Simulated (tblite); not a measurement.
## Geometry relaxation, with input and output: CH8AsSi2 (part 1 of 2)

The run: geometry relaxation of CH8AsSi2, multiplicity 2, SMILES [CH2][As]([SiH3])[SiH3]. Method and program: GFN2-xTB geometry optimisation, gas phase (tblite 0.8.0).

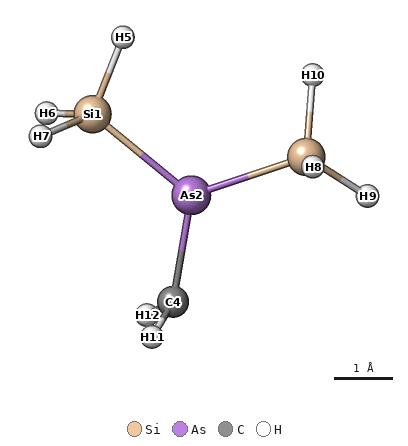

*The structure as given in the input (ball-and-stick view, seen at a tilt; atoms are numbered from 1 in the order of the input).*

Bond lengths as drawn: As–C 1.92 Å, As–Si 2.25 Å, C–H 1.09 to 1.10 Å and H–Si 1.46 to 1.49 Å.

Results in brief:

| quantity | value |
| --- | --- |
| outcome | converged |
| total energy | −325.8379 eV |
| hardware | 1 CPU thread, shared host |
| wall time | 1.9 s |
| peak memory | 0.18 GiB |

Input file:
```
{"job": {"kind": "relax", "xc": "GFN2-xTB", "basis": "xTB"}, "charge": 0, "multiplicity": 2}
Si    -1.320605     1.539541    -0.189747
As    -0.062521    -0.320396    -0.212039
Si     2.127852    -0.149650     0.271404
C     -0.902306    -2.041472    -0.155346
H     -0.417557     2.708136    -0.173128
H     -2.220389     1.607263    -1.373563
H     -2.181593     1.584192     0.995393
H      2.347379    -0.135953     1.732750
H      2.893359    -1.204287    -0.387947
H      2.587259     1.135658    -0.287195
H     -1.333361    -2.404066     0.777911
H     -1.509322    -2.271175    -1.047841
```

The first line tells a small driver script what to run in tblite; the rest is the geometry in Å.

Launch command:
```bash
OMP_NUM_THREADS=1 python <driver script> task.json out
```

Output:
```
step      E/eV     max force
  0    -324.60199    1.484
  1    -324.65903    1.044
  2    -324.73416    1.122
  3    -324.78771    1.488
  4    -324.96403    2.037
  5    -325.08397    1.686
  6    -325.16110    1.139
  7    -325.25243    0.717
  8    -325.29617    0.553
  9    -325.32698    0.639
 10    -325.36806    0.797
 11    -325.40450    0.669
 12    -325.44432    0.610
 13    -325.47033    0.463
 14    -325.49100    0.509
 15    -325.51460    0.475
 16    -325.54142    0.555
 17    -325.57496    0.556
 18    -325.60469    0.572
 19    -325.63625    0.550
 20    -325.66694    0.570
 21    -325.68915    0.694
 22    -325.71232    0.425
 23    -325.72915    0.436
 24    -325.75605    0.430
 25    -325.77656    0.539
 26    -325.79302    0.463
 27    -325.80302    0.234
 28    -325.80739    0.181
 29    -325.81006    0.148
 30    -325.81229    0.145
 31    -325.81347    0.109
 32    -325.81482    0.121
 33    -325.81635    0.127
 34    -325.81748    0.096
 35    -325.81805    0.062
 36    -325.81861    0.074
 37    -325.81917    0.079
 38    -325.81985    0.095
 39    -325.82051    0.085
 40    -325.82104    0.067
 41    -325.82144    0.058
 42    -325.82178    0.073
 43    -325.82220    0.085
 44    -325.82280    0.085
 45    -325.82362    0.121
 46    -325.82446    0.109
 47    -325.82502    0.054
 48    -325.82524    0.029
 49    -325.82535    0.029
 50    -325.82551    0.035
 51    -325.82576    0.054
 52    -325.82614    0.068
 53    -325.82652    0.055
 54    -325.82675    0.025
 55    -325.82683    0.033
 56    -325.82688    0.023
 57    -325.82696    0.023
 58    -325.82716    0.028
 59    -325.82730    0.026
 60    -325.82738    0.014
 61    -325.82741    0.014
 62    -325.82743    0.017
 63    -325.82747    0.022
 64    -325.82758    0.029
 65    -325.82780    0.043
 66    -325.82819    0.059
 67    -325.82862    0.050
 68    -325.82890    0.034
 69    -325.82904    0.031
 70    -325.82917    0.038
 71    -325.82941    0.051
 72    -325.82982    0.068
 73    -325.83036    0.061
 74    -325.83080    0.044
 75    -325.83107    0.035
 76    -325.83122    0.037
 77    -325.83137    0.043
 78    -325.83158    0.039
 79    -325.83172    0.038
 80    -325.83202    0.042
 81    -325.83222    0.047
 82    -325.83249    0.037
 83    -325.83269    0.058
 84    -325.83298    0.065
 85    -325.83325    0.045
 86    -325.83345    0.036
 87    -325.83361    0.034
 88    -325.83381    0.043
 89    -325.83410    0.064
 90    -325.83463    0.095
 91    -325.83539    0.117
 92    -325.83597    0.104
 93    -325.83547    0.140
 94    -325.83662    0.043
 95    -325.83676    0.034
 96    -325.83699    0.050
 97    -325.83708    0.044
 98    -325.83733    0.035
 99    -325.83745    0.037
100    -325.83758    0.038
101    -325.83765    0.026
102    -325.83769    0.034
103    -325.83773    0.021
104    -325.83777    0.013
105    -325.83781    0.016
106    -325.83783    0.013
107    -325.83786    0.011
108    -325.83787    0.009
109    -325.83788    0.012
110    -325.83790    0.012
111    -325.83791    0.011
112    -325.83793    0.010
113    -325.83794    0.009
114    -325.83794    0.008
115    -325.83795    0.006
```

Trajectory as extended XYZ (Å, eV, eV/Å), 30 frames, from step=0 to step=115:
```
12
Properties=species:S:1:pos:R:3:forces:R:3 step=0 energy=-324.60199
Si   -1.3206    1.5395   -0.1897   -0.4230   0.6520  -0.3740
As   -0.0625   -0.3204   -0.2120   -0.3210  -1.2050  -0.8050
Si    2.1279   -0.1497    0.2714    0.2590   0.1850   0.5940
C    -0.9023   -2.0415   -0.1553   -0.1290   0.6330  -0.1360
H    -0.4176    2.7081   -0.1731   -0.1130  -0.2170  -0.0060
H    -2.2204    1.6073   -1.3736    0.1700   0.0060   0.2190
H    -2.1816    1.5842    0.9954   -0.1050   0.0690   0.1190
H     2.3474   -0.1360    1.7327    0.2830  -0.0270  -0.0650
H     2.8934   -1.2043   -0.3879    0.0010  -0.1230   0.0430
H     2.5873    1.1357   -0.2872   -0.0950  -0.0660   0.0810
H    -1.3334   -2.4041    0.7779    0.4900  -0.2080  -0.2080
H    -1.5093   -2.2712   -1.0478   -0.0180   0.3030   0.5380
12
Properties=species:S:1:pos:R:3:forces:R:3 step=4 energy=-324.96403
Si   -1.3722    1.5889   -0.2087    0.3980  -0.8910   0.6100
As   -0.0584   -0.4228   -0.4485    1.0400   1.5160  -0.8780
Si    2.1291   -0.1437    0.3548   -0.5710  -0.3030  -0.5330
C    -0.9578   -1.9558   -0.1400   -0.2630  -0.1830   0.5270
H    -0.4256    2.6834   -0.1769    0.1650   0.2340  -0.0260
H    -2.2180    1.6169   -1.3699   -0.3750   0.1060  -0.4430
H    -2.1996    1.6056    1.0101    0.0100   0.0640  -0.0650
H     2.4301   -0.1406    1.7681    0.2040  -0.0010   0.4310
H     2.8826   -1.2140   -0.3594   -0.1190   0.2040   0.2960
H     2.5631    1.1235   -0.2644   -0.0520  -0.0580   0.1510
H    -1.2031   -2.4784    0.7564    0.3750  -0.3660   0.4450
H    -1.5621   -2.2152   -0.9709   -0.8110  -0.3220  -0.5140
12
Properties=species:S:1:pos:R:3:forces:R:3 step=8 energy=-325.29617
Si   -1.3648    1.5376   -0.1967    0.2050  -0.1840  -0.2560
As    0.0121   -0.4079   -0.6616   -0.3990   0.0080   0.1690
Si    2.0753   -0.1654    0.3682    0.0580   0.1180   0.3180
C    -1.0248   -1.8744   -0.1076   -0.1240   0.2240  -0.3390
H    -0.4228    2.6814   -0.1819   -0.1660  -0.1870  -0.0110
H    -2.2469    1.6391   -1.3948    0.1750   0.0100   0.3320
H    -2.2114    1.6252    1.0146    0.1560  -0.1060  -0.1620
H     2.5010   -0.1459    1.8081   -0.3220  -0.0390  -0.4370
H     2.8674   -1.2048   -0.3016    0.0840  -0.0970   0.0780
H     2.5398    1.1065   -0.2237   -0.0200  -0.0350   0.1250
H    -1.0364   -2.5448    0.7479    0.4300   0.2880  -0.1930
H    -1.6805   -2.1989   -0.9202   -0.0770   0.0010   0.3770
12
Properties=species:S:1:pos:R:3:forces:R:3 step=12 energy=-325.44432
Si   -1.3212    1.4744   -0.2198   -0.1230   0.2460   0.0780
As   -0.0082   -0.3787   -0.7249    0.0900  -0.2870   0.0720
Si    2.0421   -0.1684    0.3825   -0.1530  -0.1470  -0.5720
C    -1.0706   -1.8009   -0.1271    0.1640  -0.1900   0.3300
H    -0.4486    2.6447   -0.1883    0.1830   0.0890  -0.0210
H    -2.2317    1.6499   -1.3475   -0.1310  -0.0210  -0.1790
H    -2.1713    1.6002    0.9731    0.0790  -0.2150   0.0810
H     2.4569   -0.1578    1.7697   -0.1940  -0.0350   0.4780
H     2.8719   -1.2125   -0.2465   -0.0270  -0.0380   0.0300
H     2.5270    1.0968   -0.1744    0.0310   0.1570  -0.0160
H    -0.8566   -2.4952    0.6935    0.1760   0.3220  -0.3920
H    -1.7814   -2.2046   -0.8395   -0.0940   0.1170   0.1120
12
Properties=species:S:1:pos:R:3:forces:R:3 step=16 energy=-325.54142
Si   -1.3082    1.4711   -0.2387   -0.0280   0.1250  -0.1930
As   -0.0149   -0.4038   -0.8022   -0.0320   0.2680  -0.0480
Si    2.0041   -0.1867    0.3429    0.1860   0.1240   0.3630
C    -1.0897   -1.7557   -0.1080    0.1430   0.1250  -0.1200
H    -0.4268    2.6366   -0.1983    0.1230   0.0760  -0.0160
H    -2.2489    1.6558   -1.3486   -0.0560   0.0070  -0.0810
H    -2.1304    1.5346    0.9714    0.0460  -0.1780   0.1400
H     2.3688   -0.1769    1.7981   -0.4400  -0.0510  -0.3350
H     2.8740   -1.2357   -0.2003    0.0300  -0.0730  -0.0870
H     2.5168    1.1140   -0.1363   -0.0580  -0.0950  -0.0190
H    -0.6580   -2.4335    0.5992    0.0440  -0.4550   0.1750
H    -1.8785   -2.1722   -0.7287    0.0420   0.1260   0.2200
12
Properties=species:S:1:pos:R:3:forces:R:3 step=20 energy=-325.66694
Si   -1.3104    1.5242   -0.2893   -0.0480  -0.0300   0.2290
As   -0.0237   -0.3563   -0.8301    0.1100   0.0330  -0.1410
Si    2.0051   -0.1898    0.3261   -0.2790  -0.1310  -0.4790
C    -1.0203   -1.7344   -0.0811    0.1280   0.1230   0.0710
H    -0.3578    2.6637   -0.2156   -0.3390  -0.1710  -0.0480
H    -2.2937    1.6637   -1.3910    0.1530   0.1280   0.2290
H    -2.0578    1.3973    1.0028    0.2380   0.1230  -0.4190
H     2.1111   -0.2135    1.7742   -0.0780  -0.0380   0.3260
H     2.8788   -1.2725   -0.1885   -0.0970   0.2060   0.0770
H     2.5034    1.1206   -0.1174    0.1160  -0.0450   0.0120
H    -0.4961   -2.4630    0.5119   -0.0090  -0.3270   0.0260
H    -1.9305   -2.0922   -0.5514    0.1040   0.1280   0.1180
12
Properties=species:S:1:pos:R:3:forces:R:3 step=24 energy=-325.75605
Si   -1.3028    1.5256   -0.3013    0.1850  -0.2920  -0.2550
As   -0.0229   -0.3384   -0.8953   -0.1310  -0.2830  -0.0560
Si    1.9552   -0.2011    0.2874    0.0600   0.2010   0.3220
C    -0.9530   -1.7167   -0.0452    0.0040   0.1230  -0.0740
H    -0.3818    2.6558   -0.2330   -0.0230   0.1780  -0.0080
H    -2.2939    1.6987   -1.3697   -0.0320   0.1230   0.0300
H    -1.9880    1.3473    0.9650   -0.1600   0.0640   0.2560
H     1.9552   -0.2419    1.7768   -0.0700  -0.0160  -0.3160
H     2.8680   -1.2613   -0.1656   -0.0200   0.0280   0.0040
H     2.5169    1.1100   -0.0980    0.0440  -0.1270   0.0540
H    -0.4147   -2.5147    0.4427    0.0620  -0.1080  -0.0400
H    -1.9302   -2.0155   -0.4132    0.0810   0.1100   0.0840
12
Properties=species:S:1:pos:R:3:forces:R:3 step=28 energy=-325.80739
Si   -1.2729    1.4894   -0.3386   -0.0540   0.0390   0.0830
As   -0.0270   -0.3691   -0.9795    0.1750  -0.0330   0.0350
Si    1.9132   -0.1901    0.2816    0.0830  -0.0200  -0.0660
C    -0.8846   -1.7016   -0.0088   -0.0630  -0.0950  -0.0350
H    -0.4063    2.6734   -0.2533   -0.0170  -0.0290  -0.0140
H    -2.3045    1.7523   -1.3494   -0.0280   0.0130  -0.0020
H    -1.9368    1.3039    0.9606    0.0130   0.0500  -0.0500
H     1.7827   -0.2732    1.7446   -0.0280   0.0200  -0.0570
H     2.8499   -1.2461   -0.1367   -0.0330  -0.0060   0.0360
H     2.5379    1.0886   -0.0672    0.0460   0.0780   0.0480
H    -0.3255   -2.5604    0.3476   -0.0660   0.0390  -0.0790
H    -1.9179   -1.9191   -0.2500   -0.0280  -0.0550   0.1000
12
Properties=species:S:1:pos:R:3:forces:R:3 step=32 energy=-325.81482
Si   -1.2712    1.4870   -0.3422    0.0230  -0.0280  -0.0590
As   -0.0113   -0.3754   -0.9860   -0.1120   0.0330  -0.0330
Si    1.9201   -0.1860    0.2721    0.0180   0.0430  -0.0100
C    -0.8760   -1.7059   -0.0120    0.0300   0.0520  -0.0380
H    -0.4108    2.6737   -0.2604    0.0110  -0.0040  -0.0040
H    -2.3110    1.7642   -1.3438    0.0010  -0.0220   0.0160
H    -1.9218    1.2954    0.9560   -0.0380   0.0360   0.0420
H     1.7266   -0.2776    1.7233    0.0210   0.0240   0.0290
H     2.8456   -1.2501   -0.1255    0.0630  -0.0640   0.0060
H     2.5504    1.0976   -0.0509    0.0370   0.0380   0.0390
H    -0.3097   -2.5670    0.3137   -0.0240  -0.0870  -0.0130
H    -1.9227   -1.9081   -0.1936   -0.0300  -0.0210   0.0250
12
Properties=species:S:1:pos:R:3:forces:R:3 step=36 energy=-325.81861
Si   -1.2713    1.4820   -0.3450   -0.0190   0.0180   0.0370
As   -0.0158   -0.3760   -0.9953   -0.0020   0.0000   0.0390
Si    1.9295   -0.1796    0.2662   -0.0270  -0.0270  -0.0060
C    -0.8738   -1.7092   -0.0189   -0.0180  -0.0690   0.0180
H    -0.4130    2.6710   -0.2642    0.0180  -0.0150  -0.0130
H    -2.3145    1.7644   -1.3395   -0.0150  -0.0240  -0.0110
H    -1.9267    1.3095    0.9581    0.0030   0.0190  -0.0170
H     1.7238   -0.2713    1.7192    0.0230   0.0230  -0.0240
H     2.8523   -1.2590   -0.1187    0.0010   0.0360   0.0160
H     2.5649    1.1095   -0.0363    0.0120  -0.0220   0.0150
H    -0.3197   -2.5846    0.2975    0.0120   0.0060  -0.0460
H    -1.9275   -1.9090   -0.1724    0.0130   0.0560  -0.0070
12
Properties=species:S:1:pos:R:3:forces:R:3 step=40 energy=-325.82104
Si   -1.2765    1.4839   -0.3418    0.0000  -0.0010  -0.0220
As   -0.0242   -0.3771   -0.9908    0.0490   0.0010   0.0270
Si    1.9304   -0.1787    0.2601   -0.0200   0.0140   0.0110
C    -0.8716   -1.7227   -0.0215    0.0170   0.0650   0.0060
H    -0.4072    2.6660   -0.2718    0.0010  -0.0160  -0.0160
H    -2.3215    1.7565   -1.3396    0.0090  -0.0170   0.0100
H    -1.9310    1.3239    0.9600   -0.0180   0.0130   0.0300
H     1.7236   -0.2602    1.7111    0.0020   0.0000   0.0280
H     2.8587   -1.2559   -0.1100    0.0040   0.0070  -0.0110
H     2.5789    1.1090   -0.0210   -0.0100  -0.0230  -0.0260
H    -0.3202   -2.6055    0.2732   -0.0100  -0.0220  -0.0440
H    -1.9313   -1.8914   -0.1571   -0.0230  -0.0210   0.0070
12
Properties=species:S:1:pos:R:3:forces:R:3 step=44 energy=-325.82280
Si   -1.2811    1.4826   -0.3384    0.0070  -0.0270   0.0440
As   -0.0181   -0.3761   -0.9802   -0.0460   0.0300  -0.0110
Si    1.9307   -0.1773    0.2647    0.0540  -0.0180   0.0550
C    -0.8738   -1.7216   -0.0211   -0.0340  -0.0730   0.0270
H    -0.4030    2.6585   -0.2801   -0.0070   0.0000  -0.0140
H    -2.3237    1.7439   -1.3397   -0.0050  -0.0080  -0.0060
H    -1.9429    1.3438    0.9673    0.0260   0.0070  -0.0380
H     1.7418   -0.2506    1.7181   -0.0130  -0.0090   0.0370
H     2.8630   -1.2499   -0.1094   -0.0060  -0.0070  -0.0090
H     2.5837    1.1034   -0.0228   -0.0010   0.0330  -0.0420
H    -0.3323   -2.6205    0.2520   -0.0130   0.0470  -0.0480
H    -1.9360   -1.8884   -0.1598    0.0380   0.0250   0.0040
12
Properties=species:S:1:pos:R:3:forces:R:3 step=48 energy=-325.82524
Si   -1.2852    1.4774   -0.3319    0.0080   0.0100  -0.0090
As   -0.0186   -0.3718   -0.9661    0.0130  -0.0040   0.0140
Si    1.9406   -0.1749    0.2792   -0.0240   0.0060   0.0020
C    -0.8753   -1.7257   -0.0184    0.0010  -0.0080  -0.0180
H    -0.3983    2.6472   -0.2993   -0.0160   0.0220  -0.0030
H    -2.3287    1.7246   -1.3371    0.0000  -0.0040   0.0040
H    -1.9491    1.3676    0.9728    0.0160  -0.0040   0.0030
H     1.7409   -0.2407    1.7332    0.0200  -0.0070  -0.0030
H     2.8691   -1.2456   -0.1071   -0.0060  -0.0220   0.0180
H     2.5934    1.1026   -0.0302   -0.0170   0.0150  -0.0090
H    -0.3391   -2.6413    0.1965   -0.0010  -0.0150  -0.0040
H    -1.9415   -1.8717   -0.1408    0.0060   0.0110   0.0050
```
